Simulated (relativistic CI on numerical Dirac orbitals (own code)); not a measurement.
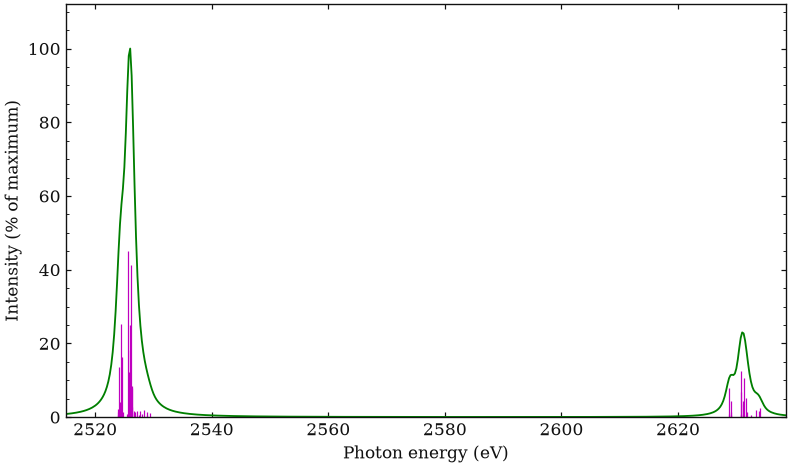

Computed core-level spectrum (absorption) of an ion of charge +3 in no crystal field (free ion). Sticks are the strongest transitions, on a scale of their own. Multiplet model: relativistic Dirac–Coulomb–Breit theory, one configuration a step, Slater integrals scaled by 0.8, 300 K, Voigt broadening (Lorentzian 1.6 eV, Gaussian 0.5 eV full widths), computed with a radial Dirac CI code.

Identify the element and the shell or line.

L₂,₃ X-ray absorption of Mo³⁺ (molybdenum, Z = 42), initial configuration [Kr] 4d³. The main maxima lie at 2525.9 eV (100) and 2631.1 eV (23), heights in % of the largest; the centroid is at 2547.7 eV. The lower edge holds 0.79 of the intensity (branching ratio, edges parted at 2580 eV), and the core spin-orbit splitting of the orbitals is 109 eV. The ground state has S = 1.49.

Caveat: free-ion energies, so absolute edge positions are off by a few eV from solids.
